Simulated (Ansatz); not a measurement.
# One shape, several levels: OH− (hydroxide)

Aim: a comparison of 6 runs (HF/pcseg-2, B3LYP/6-31G*, PBE0/def2-SVP, B3LYP/6-31+G*, B3LYP/6-311+G**, CAM-B3LYP/aug-cc-pVDZ) of OH− (hydroxide). 

The calculation is run with Ansatz 0.2.0.

12 further runs of the same task are left out: 4 for a known fault of the program, 8 set aside as unsound or not needed.

## Step 1: The structure to begin with

OH− has 2 atoms, charge -1, and is taken as a singlet. As SMILES, `[OH-]`. The shape is that of a PBE0-D4/def2-TZVPD optimisation.

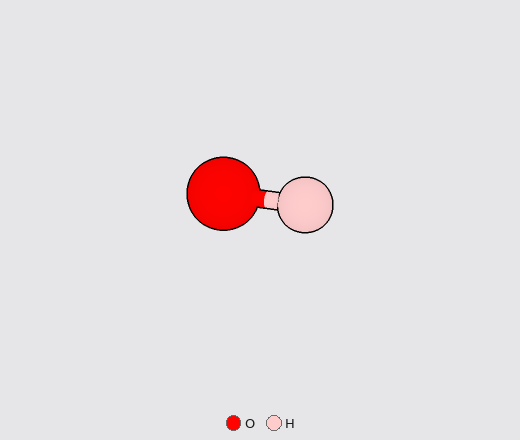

The structure, seen from a chosen angle (oxygen red, hydrogen pink).

## Step 2: Energy and gradient at HF/pcseg-2 (run 1)

Contents of job.yaml:

```yaml
basis:
  gaussian:
    orbitals: pcseg-2
crystal:
  periodic: [false, false, false]
  atoms:
    - symbol: O
      position_ang: [0.411800, -0.131800, 0.212500]
    - symbol: H
      position_ang: [-0.411800, 0.131800, -0.212500]
total_charge: -1
hamiltonian:
  xc: hf
accuracy: high
output:
  forces: true
  orbitals: {seedname: orbitals}
```

Launch:

```bash
$ ansatz run job.yaml --threads 1 --pin off --max-ram 2610MiB --events-out events.jsonl --progress --plain --runs-dir runs
```

The program printed:

```text
Warning: RAYON_NUM_THREADS=1 ignored (pool sized by the plan → 1); use --threads N
Functional definition: HF
  name "HF"
  exchange = exact_x
  correlation = 0
596 factors; integrals over basis functions are off by at most 3.3e-9 eV
mean field evaluation 1: about -2051.2091 eV, gradient 1.8e1 eV
mean field evaluation 2: about -2051.2149 eV, gradient 1.8e1 eV
mean field evaluation 4: about -2051.8127 eV, gradient 1.6e0 eV
mean field evaluation 8: about -2051.8197 eV, gradient 5.4e-2 eV
mean field -2051.81972970 eV, -75.4029842929 hartree, gradient 4.2e-8 eV, S^2 0.000000; 0 other end points of the search recorded, 0 dependent functions left out
the calculation of the forces begins
reference -2051.81972970 eV, -75.4029842929 hartree; 5, 5 occupied and 39, 39 virtual orbitals, 596 factors
Total energy: -2051.81972970 eV, -75.4029842929 hartree
Atom 0 at     0.411800    -0.131800     0.212500 Å, force    -0.915417     0.292987    -0.472380 eV/Å
Atom 1 at    -0.411800     0.131800    -0.212500 Å, force     0.915417    -0.292987     0.472380 eV/Å
Dipole moment:    -0.292866     0.093734    -0.151127 e Å
```

Wall time 0.22 s (1 thread of Arm Neoverse V2, shared host).

## Step 3: Energy and forces at B3LYP/6-31G(d) (spherical functions) (run 2)

Contents of in.yaml:

```yaml
crystal:
  periodic: [false, false, false]
  atoms:
    - {symbol: O, position_ang: [0.411800, -0.131800, 0.212500]}
    - {symbol: H, position_ang: [-0.411800, 0.131800, -0.212500]}
basis:
  gaussian: {orbitals: 6-31G_st_-spherical.json}
total_charge: -1
hamiltonian: {xc: {name: B3LYP}}
accuracy: high
output: {forces: true, orbitals: {seedname: orbitals}}
```

The basis set 6-31G* is read from a file made from the Basis Set Exchange's data (not shown).

Launch:

```bash
$ ansatz run in.yaml --threads 1 --pin off --max-ram 2610MiB --events-out events.jsonl --progress --plain --runs-dir runs
```

The program printed:

```text
Warning: RAYON_NUM_THREADS=1 ignored (pool sized by the plan → 1); use --threads N
Functional definition: B3LYP
  name "B3LYP"
  parameter a0 = 0.2
  parameter ax = 0.72
  parameter ac = 0.81
  exchange = (1 - a0 - ax)*slater_x + ax*b88_x + a0*exact_x
  correlation = (1 - ac)*vwn_rpa_c + ac*lyp_c
241 factors; integrals over basis functions are off by at most 3.7e-9 eV
mean field evaluation 1: about -2059.7863 eV, gradient 1.8e1 eV
mean field evaluation 2: about -2059.4326 eV, gradient 2.3e1 eV
mean field evaluation 4: about -2060.3478 eV, gradient 8.2e-2 eV
mean field evaluation 8: about -2060.3460 eV, gradient 4.6e-4 eV
mean field -2060.34597275 eV, -75.7163179458 hartree, gradient 7.9e-8 eV, S^2 0.000000; 0 other end points of the search recorded, 0 dependent functions left out
the calculation of the forces begins
reference -2060.34598989 eV, -75.7163185756 hartree; 5, 5 occupied and 11, 11 virtual orbitals, 241 factors
Total energy: -2060.34598989 eV, -75.7163185756 hartree
Atom 0 at     0.411800    -0.131800     0.212500 Å, force     0.931820    -0.298237     0.480844 eV/Å
Atom 1 at    -0.411800     0.131800    -0.212500 Å, force    -0.931820     0.298237    -0.480844 eV/Å
Dipole moment:    -0.223923     0.071668    -0.115550 e Å
```

Wall time 0.3 s (1 thread of Arm Neoverse V2, shared host).

Runs 3 to 4 aren't shown in full; the table further down has their settings and results.

## Step 4: Energy and forces at B3LYP/6-311+G(d,p) (run 5)

Contents of run.yaml:

```yaml
crystal:
  periodic: [false, false, false]
  atoms:
    - {symbol: O, position_ang: [0.411800, -0.131800, 0.212500]}
    - {symbol: H, position_ang: [-0.411800, 0.131800, -0.212500]}
basis:
  gaussian:
    orbitals: 6-311+G_st__st_.json
total_charge: -1
hamiltonian:
  xc: {name: B3LYP}
accuracy: high
output:
  forces: true
  orbitals: {seedname: orbitals}
```

The basis set 6-311+G** is read from a file made from the Basis Set Exchange's data (not shown).

Launch:

```bash
$ ansatz run run.yaml --threads 1 --pin off --max-ram 2610MiB --events-out events.jsonl --progress --plain --runs-dir runs
```

The program printed:

```text
Warning: RAYON_NUM_THREADS=1 ignored (pool sized by the plan → 1); use --threads N
[... 7 set-up lines as earlier in the session ...]
416 factors; integrals over basis functions are off by at most 3.4e-9 eV
mean field evaluation 1: about -2059.3685 eV, gradient 4.7e1 eV
mean field evaluation 2: about -2050.2476 eV, gradient 9.2e1 eV
mean field evaluation 4: about -2063.3663 eV, gradient 6.7e-1 eV
mean field evaluation 8: about -2063.3666 eV, gradient 1.5e-2 eV
mean field evaluation 16: about -2063.3666 eV, gradient 1.7e-8 eV
mean field -2063.36661073 eV, -75.8273243442 hartree, gradient 1.7e-8 eV, S^2 0.000000; 0 other end points of the search recorded, 0 dependent functions left out
the calculation of the forces begins
reference -2063.36663411 eV, -75.8273252034 hartree; 5, 5 occupied and 23, 23 virtual orbitals, 416 factors
Total energy: -2063.36663411 eV, -75.8273252034 hartree
Atom 0 at     0.411800    -0.131800     0.212500 Å, force     0.109716    -0.035115     0.056616 eV/Å
Atom 1 at    -0.411800     0.131800    -0.212500 Å, force    -0.109716     0.035115    -0.056616 eV/Å
Dipole moment:    -0.314865     0.100775    -0.162479 e Å
```

Run time: 0.42 s. Hardware: 1 thread of Arm Neoverse V2, shared host.

## Step 5: Energy and forces at CAM-B3LYP/aug-cc-pVDZ (run 6)

Contents of run.yaml:

```yaml
crystal:
  periodic: [false, false, false]
  atoms:
    - {symbol: O, position_ang: [0.411800, -0.131800, 0.212500]}
    - {symbol: H, position_ang: [-0.411800, 0.131800, -0.212500]}
basis:
  gaussian:
    orbitals: aug-cc-pVDZ
total_charge: -1
hamiltonian:
  xc: {name: CAM-B3LYP}
accuracy: high
output: {forces: true, orbitals: {seedname: orbitals}}
```

Launch:

```bash
$ ansatz run run.yaml --threads 1 --pin off --max-ram 2610MiB --events-out events.jsonl --progress --plain --runs-dir runs
```

The program printed:

```text
Warning: RAYON_NUM_THREADS=1 ignored (pool sized by the plan → 1); use --threads N
Functional definition: CAM-B3LYP
  name "CAM-B3LYP"
  parameter alpha = 0.19
  parameter beta = 0.46
  parameter omega = 0.33/bohr
[... 1 set-up line as earlier in the session ...]
  exchange = (1 - alpha - beta)*b88_x + beta*b88_x_sr(omega) + alpha*exact_x + beta*exact_x_lr(omega)
  correlation = (1 - ac)*vwn5_c + ac*lyp_c
521 factors; integrals over basis functions are off by at most 2.6e-9 eV
179 factors; integrals over basis functions are off by at most 1.6e-9 eV
mean field evaluation 1: about -2059.9685 eV, gradient 3.6e1 eV
mean field evaluation 2: about -2057.0454 eV, gradient 5.6e1 eV
mean field evaluation 4: about -2062.3451 eV, gradient 3.2e-1 eV
mean field evaluation 8: about -2062.3446 eV, gradient 1.4e-2 eV
mean field evaluation 16: about -2062.3446 eV, gradient 2.8e-7 eV
mean field -2062.34460568 eV, -75.7897663515 hartree, gradient 1.5e-8 eV, S^2 0.000000; 0 other end points of the search recorded, 0 dependent functions left out
the calculation of the forces begins
reference -2062.34461807 eV, -75.7897668068 hartree; 5, 5 occupied and 27, 27 virtual orbitals, 521 factors
Total energy: -2062.34461807 eV, -75.7897668068 hartree
Atom 0 at     0.411800    -0.131800     0.212500 Å, force     0.138118    -0.044206     0.071273 eV/Å
Atom 1 at    -0.411800     0.131800    -0.212500 Å, force    -0.138118     0.044206    -0.071273 eV/Å
Dipole moment:    -0.259919     0.083189    -0.134125 e Å
```

It took 0.64 s on 1 thread of Arm Neoverse V2, shared host.

## Step 6: Overview of the runs

```csv
run,level,energy (Eh),HOMO energy (eV),LUMO energy (eV),HOMO–LUMO gap (eV),wall time
1,HF/pcseg-2,-75.402984,-2.49,9.26,11.74,0.22 s
2,B3LYP/6-31G* (spherical functions),-75.716319,4.50,11.46,6.96,0.3 s
3,PBE0/def2-SVP,-75.579470,4.10,10.53,6.43,0.3 s
4,B3LYP/6-31+G* (spherical functions),-75.795259,1.33,8.31,6.99,0.34 s
5,B3LYP/6-311+G**,-75.827325,1.27,8.03,6.76,0.42 s
6,CAM-B3LYP/aug-cc-pVDZ,-75.789767,-0.67,4.72,5.39,0.64 s
```

## Step 7: Outcome

```
                                                    quantity         value
                                         run 6: total energy  -75.78977 Eh
                                          run 6: HOMO energy      -0.67 eV
                                          run 6: LUMO energy       4.72 eV
run 6: HOMO–LUMO gap (to an unbound level, set by the basis)       5.39 eV
                             run 6: largest force on an atom    0.162 eV/Å
```

In words: The HOMO–LUMO gap runs from 5.39 eV (CAM-B3LYP/aug-cc-pVDZ) to 11.74 eV (HF/pcseg-2). The two ends differ in method and basis. The empty levels of an anion lie above zero and hang on the basis. Totals of different functionals can't be ranked against each other. In runs 2, 3, 4, 5 the HOMO lies above zero, so the outermost electron may be held by the basis alone. All runs together took 2.2 s, the longest 0.64 s.
